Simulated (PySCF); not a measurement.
# C5H7BOSi: excited states, first hyperpolarisability

What do calculations give for the excited states, first hyperpolarisability of C5H7BOSi (`O=CC1=CC=C([SiH3])B1`)?

Computed with PySCF 2.14.0 and routines of our own; the level stands in each step. Atoms count from 0.

### Step 1. The system as given

15 atoms, charge 0, multiplicity 1; geometry from: GFN2-xTB.

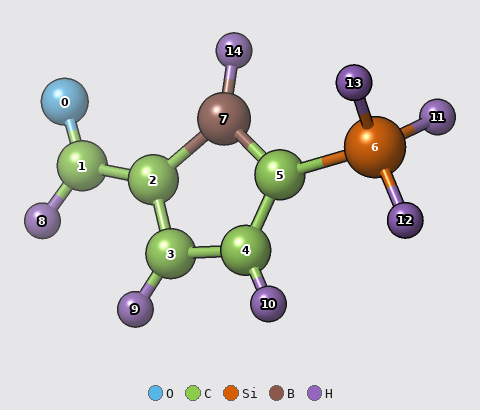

The starting geometry (oxygen blue, carbon green, silicon orange, boron brown, hydrogen purple).

### Step 2. Optimising the geometry at PBE0-D3(BJ)/def2-SVP

What the job is given:

```
{"job": {"xc": "PBE0", "basis": "def2-SVP", "d3": "d3bj", "grid": 2, "kind": "geom"}, "charge": 0, "multiplicity": 1}
O     -3.453509     1.001381    -1.083603
C     -2.962770     0.232286    -0.290684
C     -1.542440     0.031423    -0.073168
C     -1.052024    -0.872094     0.808588
C      0.413777    -0.862594     0.832366
C      0.939442     0.039476    -0.021062
Si     2.777009     0.352439    -0.235725
B     -0.290794     0.724939    -0.754309
H     -3.611643    -0.398819     0.355470
H     -1.636460    -1.529745     1.435848
H      0.969175    -1.521350     1.482748
H      3.146685     0.094077    -1.629537
H      3.520333    -0.544778     0.653509
H      3.054547     1.749926     0.106579
H     -0.275739     1.511424    -1.608930
```

On the command line:

```sh
OMP_NUM_THREADS=1 python excited_run.py task.json out
```

The driver reads the jobs from task.json and runs them one after another.

Standard output:

```text
step   0  E = -583.46702480  max force = 0.018403
step   1  E = -583.47053760  max force = 0.002045
step   2  E = -583.47056126  max force = 0.001317
step   3  E = -583.47055797  max force = 0.001783
step   4  E = -583.47058041  max force = 0.000718
step   5  E = -583.47058421  max force = 0.000262
optimisation converged
```

It took 64 s on 1 thread of Arm Neoverse V1, shared host; peak memory 0.78 GiB.

The steps of the relaxation:

| step | energy from step 0 (eV) | largest force component (eV/Å) |
| --- | --- | --- |
| 0 | 0.0000 | 0.9463 |
| 1 | -0.0956 | 0.1052 |
| 2 | -0.0962 | 0.0677 |
| 3 | -0.0961 | 0.0917 |
| 4 | -0.0968 | 0.0369 |
| 5 | -0.0969 | 0.0135 |

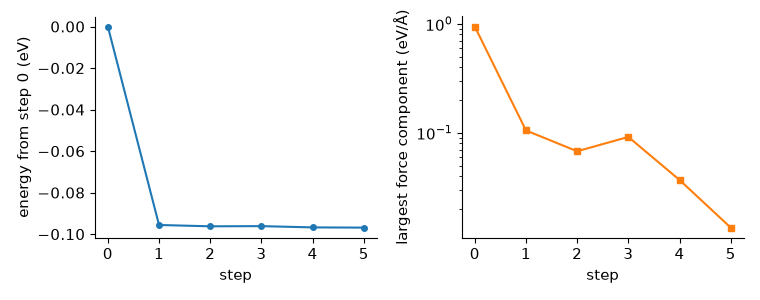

Energy and force, step by step.

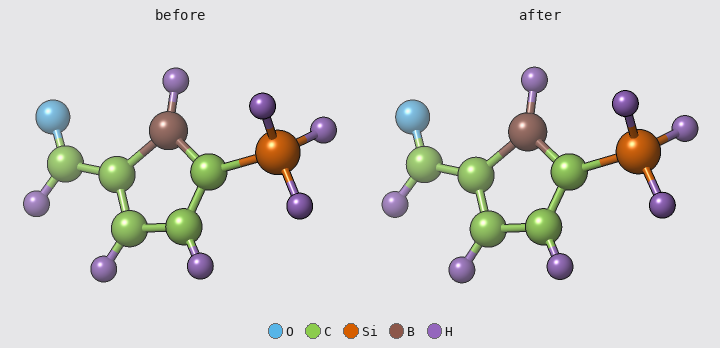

The geometry before (left) and after (right).

Close pairs (by a distance rule), those that changed most:

| bond | before (Å) | after (Å) | change (Å) |
| --- | --- | --- | --- |
| B7–H14 | 1.162 | 1.203 | +0.042 |
| Si6–H11 | 1.465 | 1.496 | +0.031 |
| Si6–H13 | 1.465 | 1.496 | +0.031 |
| Si6–H12 | 1.466 | 1.496 | +0.030 |
| C3–C4 | 1.466 | 1.494 | +0.028 |
| C4–H10 | 1.080 | 1.097 | +0.017 |
| C3–H9 | 1.081 | 1.097 | +0.016 |
| C5–Si6 | 1.876 | 1.862 | -0.014 |

The final coordinates are the input of the step that follows.

| at the end point | value |
| --- | --- |
| rotational constants (GHz, main isotopes) | 4.978, 0.811, 0.703 |
| dipole moment (D) | 3.72 |

### Step 3. Excited states: TDA CAM-B3LYP/def2-TZVP

What the job is given:

```
{"job": {"kind": "states", "xc": "CAM-B3LYP", "basis": "def2-TZVP", "tda": true, "soc": true, "nstates": 6, "ntriplets": 5, "nquad": 4}, "charge": 0, "multiplicity": 1}
O     -3.445152     0.941147    -0.970317
C     -2.981035     0.159128    -0.175605
C     -1.550098    -0.038943     0.057868
C     -1.051606    -0.923134     0.952366
C      0.442506    -0.906421     0.976421
C      0.972688    -0.015114     0.104322
Si     2.791202     0.296531    -0.149082
B     -0.286425     0.650818    -0.612153
H     -3.653944    -0.483502     0.452669
H     -1.644883    -1.584893     1.594933
H      1.007736    -1.565101     1.646527
H      3.170583     0.041676    -1.573214
H      3.592896    -0.599228     0.740938
H      3.123113     1.721246     0.163431
H     -0.279859     1.482660    -1.481647
```

Method: TDA CAM-B3LYP/def2-TZVP excited states, vertical, gas phase, spin-orbit mean-field couplings.

Standard output:

```text
coarse grid: 13568 points
cycle   1  E = -584.0435344301  dE =  1.226e+00  |g| = 8.822e-01  |ddm| = 3.139e+00
cycle   2  E = -583.7215546899  dE =  3.220e-01  |g| = 1.595e+00  |ddm| = 5.361e+00
cycle   3  E = -584.2095338293  dE = -4.880e-01  |g| = 1.048e-01  |ddm| = 4.314e+00
cycle   4  E = -584.2116798002  dE = -2.146e-03  |g| = 6.559e-02  |ddm| = 1.350e-01
cycle   5  E = -584.2127055418  dE = -1.026e-03  |g| = 1.207e-02  |ddm| = 7.990e-02
cycle   6  E = -584.2127461717  dE = -4.063e-05  |g| = 6.745e-03  |ddm| = 2.278e-02
cycle   7  E = -584.2127587591  dE = -1.259e-05  |g| = 2.358e-03  |ddm| = 1.368e-02
cycle   8  E = -584.2127609501  dE = -2.191e-06  |g| = 7.855e-04  |ddm| = 7.874e-03
final grid: 127992 points
cycle   9  E = -584.2048731222  dE = -2.819e-05  |g| = 3.571e-03  |ddm| = 5.836e-02
cycle  10  E = -584.2048724722  dE =  6.500e-07  |g| = 4.163e-03  |ddm| = 6.192e-03
cycle  11  E = -584.2048759560  dE = -3.484e-06  |g| = 1.015e-03  |ddm| = 4.516e-03
cycle  12  E = -584.2048761311  dE = -1.752e-07  |g| = 1.893e-04  |ddm| = 1.142e-03
cycle  13  E = -584.2048761419  dE = -1.080e-08  |g| = 5.882e-05  |ddm| = 5.680e-04
cycle  14  E = -584.2048761437  dE = -1.738e-09  |g| = 2.459e-05  |ddm| = 1.658e-04
cycle  15  E = -584.2048761443  dE = -6.212e-10  |g| = 1.207e-05  |ddm| = 9.050e-05
converged SCF energy = -584.2048761443

Singlet excitations
state   eV       nm        f     d(h-e)  d(exc)  Lambda  PR(NTO)  |dmu|/D   mu/D   main configurations
  1   2.7272   454.6   0.04233   0.343   2.731   0.719   1.028    0.962    4.898   H->L 0.95
  2   3.1000   399.9   0.00010   1.985   3.246   0.312   1.024    5.650    4.362   H-1->L 0.86, H-1->L+1 0.09
  3   3.9601   313.1   0.00034   0.753   2.685   0.498   1.090    2.341    5.452   H-2->L 0.91
  4   4.5264   273.9   0.00086   0.722   2.507   0.493   1.795    1.690    2.582   H-5->L 0.58, H-1->L+1 0.34
  5   4.7787   259.5   0.00001   1.262   2.884   0.467   1.592                     H-1->L+1 0.46, H-5->L 0.36, H-1->L 0.09
  6   5.3913   230.0   0.00045   1.103   2.990   0.395   1.029                     H-4->L 0.52, H-7->L 0.42

Triplet excitations (Tamm-Dancoff)
state   eV     d(h-e)  d(exc)  Lambda  PR(NTO)   main configurations
  1   1.4710   0.094   2.582   0.722   1.046   H->L 0.95
  2   2.7836   1.689   3.033   0.331   1.042   H-1->L 0.75, H-1->L+1 0.20
  3   3.5088   0.668   2.578   0.497   1.120   H-2->L 0.88
  4   3.8828   0.218   2.328   0.622   1.875   H-3->L 0.30, H-6->L 0.28, H->L+1 0.20
  5   4.0064   0.631   2.455   0.497   1.487   H-5->L 0.68, H-1->L+1 0.21
S1 - T1 = 1.2562 eV

Spin-orbit couplings |<S|Hso|T>| (cm-1)
             T1       T2       T3       T4       T5
S0        0.044   40.074   14.851    0.481   26.908
S1        0.160   10.887    3.362    0.115    0.889
S2       12.671    0.340    3.073   12.457    5.084
S3        4.003    2.937    0.314   10.783    0.462
S4        2.960    4.393    1.046    7.969    0.250
S5        5.906    5.995    3.120    2.970    2.900
S6        3.435    3.346   16.425    2.132    1.447
T1 sublevels (cm-1): 0.000 0.000 0.000   radiative rates (1/s): 0.00145 5.77e-05 0.0193
```

Run time: 77 s. Hardware: 1 thread of Arm Neoverse V1, shared host; peak memory 1.2 GiB.

In short:

| quantity | value |
| --- | --- |
| S1 less T1 | 1.26 eV |

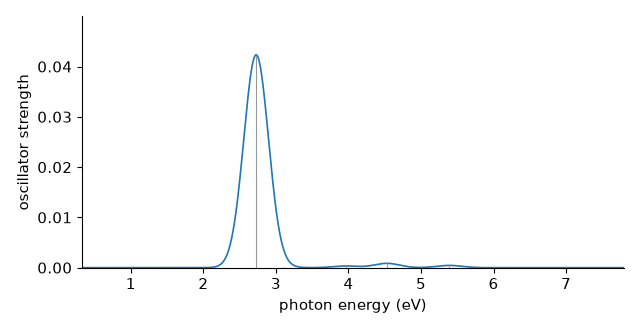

Absorption lines of the singlets. Lines are broadened to a width of 0.40 eV (Gaussian).

### Step 4. Excited states: TDDFT CAM-B3LYP/aug-cc-pVDZ

Settings changed since step 3:

```diff
@@ -1,2 +1,2 @@
-{"job": {"kind": "states", "xc": "CAM-B3LYP", "basis": "def2-TZVP", "tda": true, "soc": true, "nstates": 6, "ntriplets": 5, "nquad": 4}, "charge": 0, "multiplicity": 1}
+{"job": {"kind": "states", "xc": "CAM-B3LYP", "basis": "aug-cc-pVDZ", "tpa": true, "nstates": 8, "nquad": 6, "ntriplets": 0}, "charge": 0, "multiplicity": 1}
 O     -3.445152     0.941147    -0.970317
```

Method: TDDFT CAM-B3LYP/aug-cc-pVDZ excited states, vertical, gas phase, two-photon moments by quadratic response.

Standard output:

```text
coarse grid: 13568 points
cycle   1  E = -583.9272396670  dE =  1.282e+00  |g| = 8.297e-01  |ddm| = 1.977e+01
cycle   2  E = -583.6217690877  dE =  3.055e-01  |g| = 1.519e+00  |ddm| = 7.053e+00
cycle   3  E = -584.0856699286  dE = -4.639e-01  |g| = 8.946e-02  |ddm| = 4.473e+00
cycle   4  E = -584.0873806680  dE = -1.711e-03  |g| = 5.962e-02  |ddm| = 5.270e-01
cycle   5  E = -584.0882899554  dE = -9.093e-04  |g| = 1.124e-02  |ddm| = 2.742e-01
cycle   6  E = -584.0883281741  dE = -3.822e-05  |g| = 6.596e-03  |ddm| = 6.843e-02
cycle   7  E = -584.0883409237  dE = -1.275e-05  |g| = 2.051e-03  |ddm| = 3.052e-02
cycle   8  E = -584.0883428574  dE = -1.934e-06  |g| = 6.953e-04  |ddm| = 1.190e-02
final grid: 127992 points
cycle   9  E = -584.1110888117  dE = -1.533e-05  |g| = 2.898e-03  |ddm| = 2.995e-01
cycle  10  E = -584.1110893033  dE = -4.916e-07  |g| = 2.806e-03  |ddm| = 3.439e-02
cycle  11  E = -584.1110912551  dE = -1.952e-06  |g| = 7.137e-04  |ddm| = 1.171e-02
cycle  12  E = -584.1110913517  dE = -9.658e-08  |g| = 1.617e-04  |ddm| = 1.949e-03
cycle  13  E = -584.1110913602  dE = -8.544e-09  |g| = 5.547e-05  |ddm| = 1.265e-03
cycle  14  E = -584.1110913620  dE = -1.760e-09  |g| = 1.955e-05  |ddm| = 3.551e-04
cycle  15  E = -584.1110913625  dE = -5.589e-10  |g| = 7.782e-06  |ddm| = 1.976e-04
converged SCF energy = -584.1110913625

Singlet excitations
state   eV       nm        f     d(h-e)  d(exc)  Lambda  PR(NTO)  |dmu|/D   mu/D   delta(TPA)   sigma/GM   main configurations
  1   2.5248   491.1   0.02984   0.336   2.738   0.710   1.046    0.789    4.797       10.96      0.026   H->L 0.97
  2   3.0736   403.4   0.00008   2.011   3.271   0.307   1.023    5.676    4.232        0.18      0.001   H-1->L 0.86, H-1->L+1 0.10
  3   3.9468   314.1   0.00029   0.763   2.702   0.492   1.098    2.352    5.544        0.40      0.002   H-2->L 0.90
  4   4.4685   277.5   0.00133   0.753   2.554   0.480   1.817    1.764    2.662        1.50      0.011   H-5->L 0.51, H-1->L+1 0.38
  5   4.7232   262.5   0.00002   1.240   2.907   0.462   1.597    2.969    2.808        7.50      0.061   H-5->L 0.41, H-1->L+1 0.39, H-1->L 0.09
  6   5.3630   231.2   0.00034   1.122   3.013   0.395   1.032    3.721    6.535       46.80      0.493   H-4->L 0.53, H-7->L 0.41
  7   5.6068   221.1   0.25190   1.103   3.409   0.561   1.861                                            H->L+1 0.65, H-3->L 0.24
  8   5.9789   207.4   0.22496   0.965   3.377   0.547   2.059                                            H-3->L 0.59, H->L+1 0.28
```

Run time: 78 s. Hardware: 1 thread of Arm Neoverse V1, shared host; peak memory 1.2 GiB.

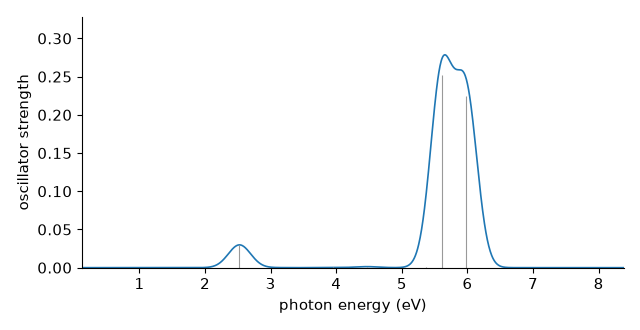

Absorption lines of the singlets. Lines are broadened to a width of 0.40 eV (Gaussian).

### Step 5. First hyperpolarisability: quadratic response CAM-B3LYP/aug-cc-pVDZ

Settings changed since step 4:

```diff
@@ -1,2 +1,2 @@
-{"job": {"kind": "states", "xc": "CAM-B3LYP", "basis": "aug-cc-pVDZ", "tpa": true, "nstates": 8, "nquad": 6, "ntriplets": 0}, "charge": 0, "multiplicity": 1}
+{"job": {"kind": "beta", "xc": "CAM-B3LYP", "basis": "aug-cc-pVDZ"}, "charge": 0, "multiplicity": 1}
 O     -3.445152     0.941147    -0.970317
```

Method: quadratic response CAM-B3LYP/aug-cc-pVDZ first hyperpolarisability, Taylor convention, gas phase.

Standard output:

```text
coarse grid: 13568 points
cycle   1  E = -583.9272396670  dE =  1.282e+00  |g| = 8.297e-01  |ddm| = 1.977e+01
cycle   2  E = -583.6217690877  dE =  3.055e-01  |g| = 1.519e+00  |ddm| = 7.053e+00
cycle   3  E = -584.0856699286  dE = -4.639e-01  |g| = 8.946e-02  |ddm| = 4.473e+00
cycle   4  E = -584.0873806680  dE = -1.711e-03  |g| = 5.962e-02  |ddm| = 5.270e-01
cycle   5  E = -584.0882899554  dE = -9.093e-04  |g| = 1.124e-02  |ddm| = 2.742e-01
cycle   6  E = -584.0883281741  dE = -3.822e-05  |g| = 6.596e-03  |ddm| = 6.843e-02
cycle   7  E = -584.0883409237  dE = -1.275e-05  |g| = 2.051e-03  |ddm| = 3.052e-02
cycle   8  E = -584.0883428574  dE = -1.934e-06  |g| = 6.953e-04  |ddm| = 1.190e-02
final grid: 127992 points
cycle   9  E = -584.1110888117  dE = -1.533e-05  |g| = 2.898e-03  |ddm| = 2.995e-01
cycle  10  E = -584.1110893033  dE = -4.916e-07  |g| = 2.806e-03  |ddm| = 3.439e-02
cycle  11  E = -584.1110912551  dE = -1.952e-06  |g| = 7.137e-04  |ddm| = 1.171e-02
cycle  12  E = -584.1110913517  dE = -9.658e-08  |g| = 1.617e-04  |ddm| = 1.949e-03
cycle  13  E = -584.1110913602  dE = -8.544e-09  |g| = 5.547e-05  |ddm| = 1.265e-03
cycle  14  E = -584.1110913620  dE = -1.760e-09  |g| = 1.955e-05  |ddm| = 3.551e-04
cycle  15  E = -584.1110913625  dE = -5.589e-10  |g| = 7.782e-06  |ddm| = 1.976e-04
converged SCF energy = -584.1110913625

Lowest singlets (eV, f): 2.5248 0.0298  3.0736 0.0001  3.9468 0.0003

First hyperpolarisability (au)
process     nm      |vector|   parallel      HRS      DR
static         -      346.80      59.04      153.2   4.128
shg       1907.0      429.80      74.84     186.64   4.351
eope      1907.0      371.05      63.68          -       -
eope      1064.0      436.46      76.23          -       -
```

It took 54 s on 1 thread of Arm Neoverse V1, shared host; peak memory 1.1 GiB.

Warnings kept with the result: second harmonic within 0.3 eV of the first excitation or beyond it: left out.

### Step 6. Summary of results

| quantity | value |
| --- | --- |
| rotational constants (main isotopes) | 4.98, 0.81, 0.70 GHz |
| S1 less T1 (step 3, TDA CAM-B3LYP/def2-TZVP) | 1.26 eV |
| β vector (step 5, quadratic response CAM-B3LYP/aug-cc-pVDZ) | static 347, SHG 1907.0 nm 430 au |

**Reading.** Over 5 steps the energy fell by 0.097 eV; of the close pairs, B7–H14 changed most, 1.162 to 1.203 Å. In step 3, the number of triplets below S1 is 1, and the largest singlet-triplet spin-orbit coupling is S0–T2, 40.07 cm⁻¹. β grows from 347 au (static) to 430 au for doubling at 1907.0 nm: normal dispersion, which grows as twice the photon energy moves toward the bright states.
